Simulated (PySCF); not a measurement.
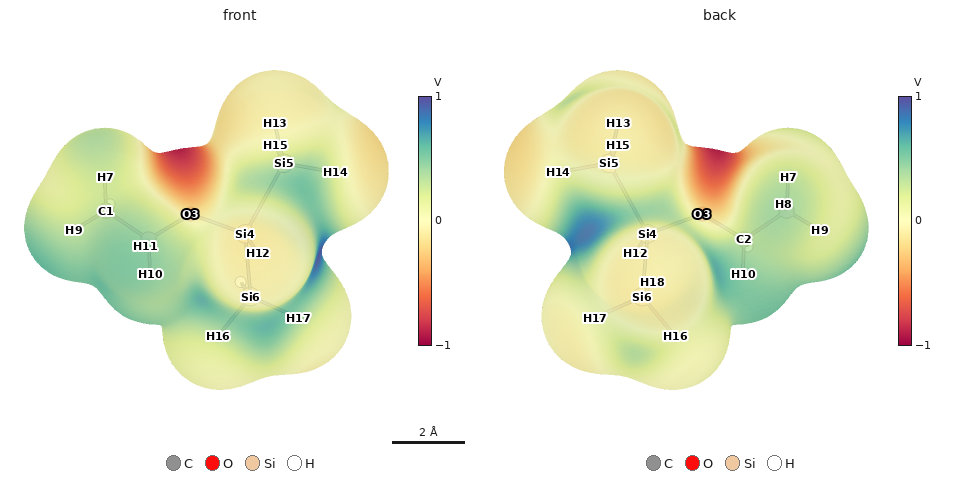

The picture shows: C2H12OSi3. The electrostatic potential painted on the density surface at 0.001 e/bohr³, seen from the front and from behind; the colour scale runs from red (negative) to blue (positive).

Geometry: GFN2-xTB.

Theory: PBE0/pcSseg-1, SCF density, gas phase, non-relativistic in PySCF.

```xyz
18

C    -2.8458   -0.2363   -0.1403
C    -1.5642   -0.6802    0.5472
O    -0.5873    0.3071    0.4138
Si    1.0338    0.1707    0.5559
Si    1.6303    2.3496    0.1005
Si    1.8309   -1.5476   -0.7902
H    -3.1973    0.6948    0.2965
H    -2.6593   -0.0738   -1.1988
H    -3.6128   -0.9974   -0.0265
H    -1.2061   -1.6204    0.1076
H    -1.7460   -0.8563    1.6150
H     1.3281   -0.2106    1.9631
H     0.9732    3.3991    0.8851
H     3.0670    2.4830    0.3653
H     1.4452    2.7281   -1.3054
H     1.1936   -2.8574   -0.5783
H     3.2666   -1.7715   -0.6005
H     1.6414   -1.2745   -2.2216
```

### Which sites attract a positive test charge, and which a negative one?

A positive charge is drawn to the negative regions and a negative charge to the positive ones. The most negative region (about −0.9 V) lies over O3, the most positive (about +0.9 V) over Si4, Si5 and Si6.

### How polar is the molecule by this calculation?

Its dipole moment is 1.28 D.
